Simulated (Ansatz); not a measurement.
C$_{3}$H$_{7}$FGe (SMILES C=[CH][GeH2][CH2]F)

```xyz
12

C    -0.5994    1.3695    1.7548
C    -0.8728    0.6699    0.6471
Ge    0.4273    0.3162   -0.7577
C     0.6020   -1.6496   -0.9821
F    -0.6438   -2.1602   -1.3258
H    -1.3520    1.5435    2.5331
H     0.3899    1.8046    1.9392
H    -1.8798    0.2538    0.5132
H    -0.0500    0.8959   -2.1067
H     1.7909    0.9283   -0.3643
H     1.3274   -1.9043   -1.7745
H     0.9370   -2.1223   -0.0424
```

The calculation used RKS B3LYP-D4/def2-SVP (Ansatz 0.2.0).

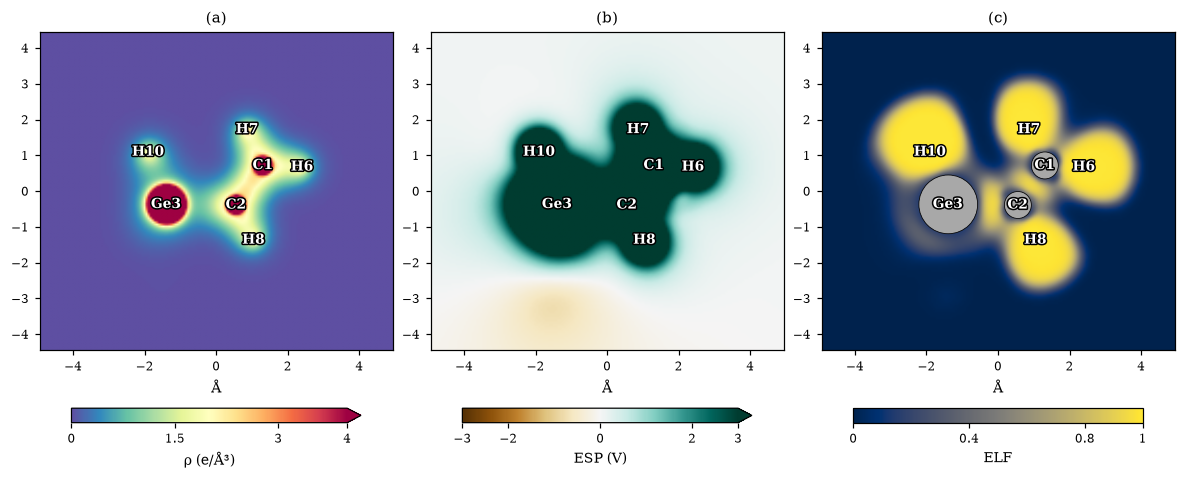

Figure 1. (a) electron density; (b) molecular electrostatic potential; (c) ELF on the plane of atoms C1, C2 and Ge3. Grey discs cover the atomic cores in the ELF map.

Read the bonding off the picture.

The section cuts through C, Ge and H sites.
C–C (1.34 Å): ρ at the midpoint is about 2.3 e/Å³; the ELF peaks at about 0.95 between the atoms: a short, multiple covalent bond.
C–Ge (1.95 Å): the density is about 0.89 e/Å³ at the midpoint; the ELF peaks at about 0.95 in the valence shell of C, 0.7 Å from its nucleus, and is about 0.70 at the midpoint.
C–H (1.10 Å): ρ is about 2 e/Å³ halfway; the ELF climbs to about 1 towards the hydrogen, as it does in any bond to H (a covalent bond by its length).
Ge–H (1.55 Å): the density is about 1 e/Å³ at the midpoint; the ELF climbs to about 1 towards the hydrogen.
Outside the dense part of the molecule the potential is most negative (−0.8 V) near F5, which lies off the plane.

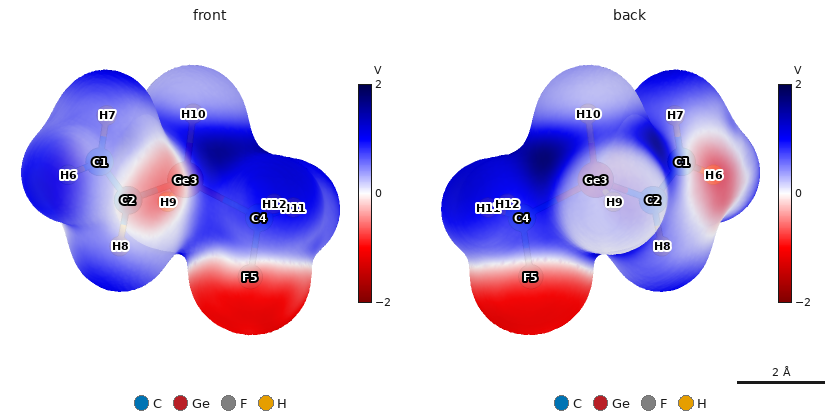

Figure 2. The molecular electrostatic potential painted on the density surface at 0.004 e/bohr³, seen from the front and from behind; red is negative and blue positive.

Which sites attract a positive test charge, and which a negative one?

A positive charge is drawn to the negative regions and a negative charge to the positive ones. The most negative region (about −1.1 V) lies over F5, the most positive (about +1.6 V) over Ge3.

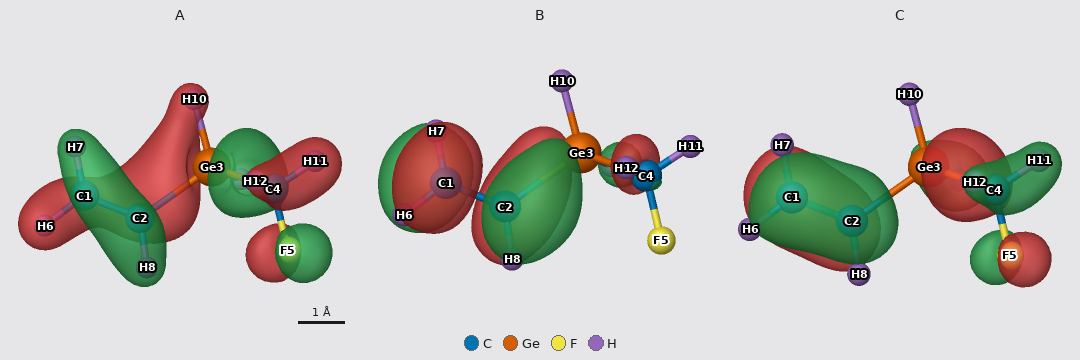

Figure 3. Three frontier orbitals at ±0.1 Å⁻³ᐟ² (green and red are the two phases), in no order.

Which picture is the HOMO−1, the HOMO and the LUMO?

A is the HOMO−1 (−8.14 eV). Its weight (Hirshfeld) is mainly on C2 (about 20 %), Ge3 (about 20 %), F5 (about 15 %), C1 (about 15 %) and C4 (about 15 %). C is the HOMO (−7.45 eV). By Hirshfeld shares it lies mainly on C1 (about 30 %), C2 (about 25 %), C4 (about 15 %), Ge3 (about 10 %) and F5 (about 10 %). B is the LUMO (−0.43 eV). Its weight (Hirshfeld) is mainly on C1 (about 40 %), C2 (about 30 %) and Ge3 (about 10 %); π-antibonding (π*) across C1–C2.

What is the HOMO–LUMO gap?

7.02 eV between the orbital energies.

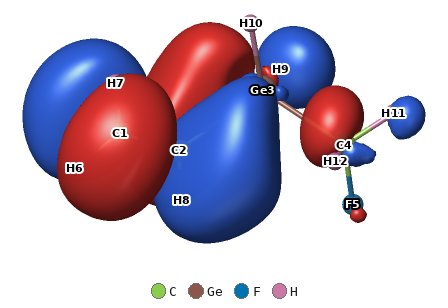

Figure 4. The LUMO at ±0.06 Å⁻³ᐟ² (blue and red are the two phases), seen across its widest extent.

What is the character of this orbital?

By Hirshfeld shares it lies mainly on C1 (about 40 %), C2 (about 30 %) and Ge3 (about 10 %); π-antibonding (π*) across C1–C2. Its energy is −0.43 eV.
